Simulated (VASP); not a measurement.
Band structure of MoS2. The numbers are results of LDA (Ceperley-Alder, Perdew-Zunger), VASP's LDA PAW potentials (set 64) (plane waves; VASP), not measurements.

The cell holds a wide vacuum, so values per volume refer to the whole cell.

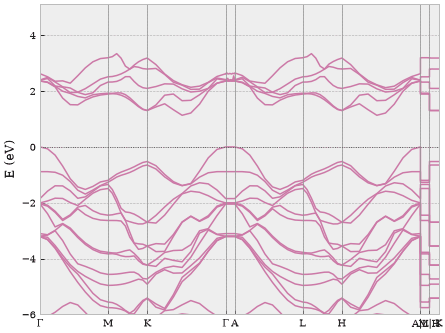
Figure. Bands along high-symmetry lines, zero at the valence-band maximum or, without a gap, the Fermi level

Q: Read the plot: is there a gap, and where are the band edges?

A: The gap is indirect, 1.13 eV, from the valence maximum at Γ to the conduction minimum at K-Γ at 0.44. (Edges off the drawn lines would not show.)

The cell is a sheet with vacuum, built from a database entry that may be metastable or hypothetical.
